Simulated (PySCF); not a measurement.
# C2H3Br (bromoethene): the cost of one run

Computed with PySCF 2.14.0 and routines of our own; the level stands in each step. Atoms count from 0.

### Step 1. The starting structure

6 atoms, charge 0, multiplicity 1; geometry from: GFN2-xTB.

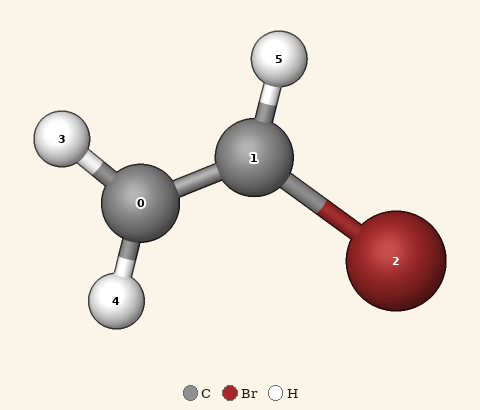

The starting geometry (carbon grey, bromine red, hydrogen white).

### Step 2. Geometry optimisation at PBE0-D3(BJ)/def2-SVP

What the job is given:

```
{"job": {"xc": "PBE0", "basis": "def2-SVP", "d3": "d3bj", "grid": 1, "maxiter": 30, "shake": 0.01, "kind": "geom"}, "charge": 0, "multiplicity": 1}
C     -0.725300     0.054920    -0.057220
C      0.550960     0.116720     0.124000
Br     1.695000    -1.285020    -0.409150
H     -1.336910     0.901460     0.249430
H     -1.237530    -0.764120    -0.538600
H      1.077940     0.946030     0.586870
```

Run with:

```bash
$ OMP_NUM_THREADS=1 python heavy_run.py task.json out
```

The driver reads the jobs from task.json and runs them one after another.

**Question.** How long does this first job take on 1 thread of Intel Xeon Platinum 8259CL at 2.50GHz, shared host, and how much memory does it need?

About 11 s, with a peak of 0.33 GiB.
